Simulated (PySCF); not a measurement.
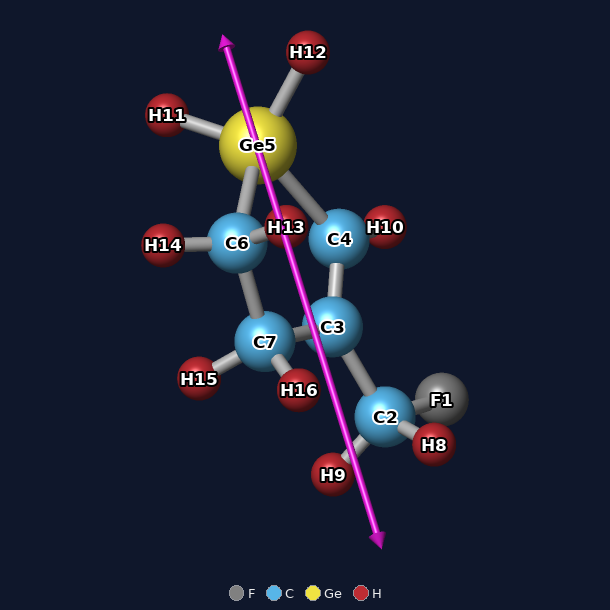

The double arrow shows the direction of the transition dipole to excited singlet state 2 (its length means nothing). Computed geometry: GFN2-xTB optimisation. No frequency run is at hand to confirm it as a minimum. Level of theory: TDDFT ωB97X-D/def2-SVPD, vertical, gas phase, core orbitals frozen in the response (PySCF 2.14.0).

### Where does the transition lie, and how strong is it?

6.98 eV (178 nm), oscillator strength 0.019, of mixed character, with the largest part HOMO−1 → LUMO (weight 0.46); transition dipole 0.85 D.

The geometry is semi-empirical. Around Ge such bond lengths and angles can be off by a tenth of an ångström or more and by several degrees, and values that hang on the shape move with them.
